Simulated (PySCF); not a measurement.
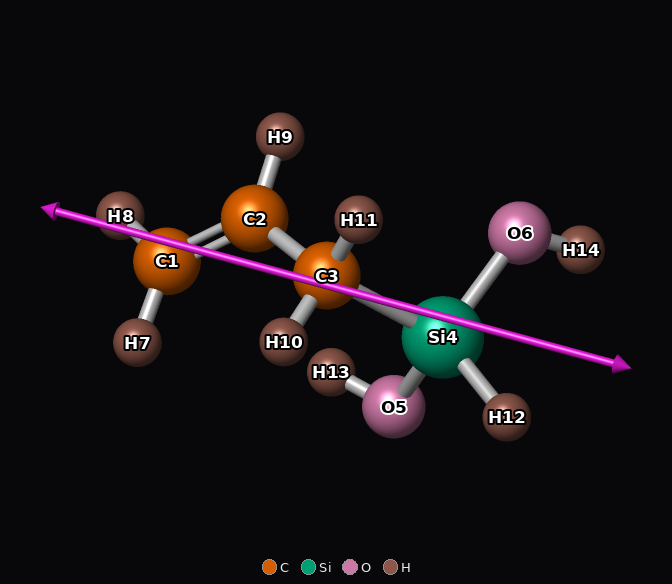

The double arrow shows the direction of the transition dipole to excited singlet state 1 (its length means nothing). The computed structure is the end point of a PBE0-D3(BJ)/def2-SVP optimisation. No frequency run is at hand to confirm it as a minimum. Method: TDDFT LDA/def2-SVPD, vertical, gas phase, core orbitals frozen in the response (PySCF 2.14.0).

Where does the transition lie, and how strong is it?

5.91 eV (210 nm), oscillator strength 0.079, mainly HOMO → LUMO+1 (weight 0.56); transition dipole 1.88 D.
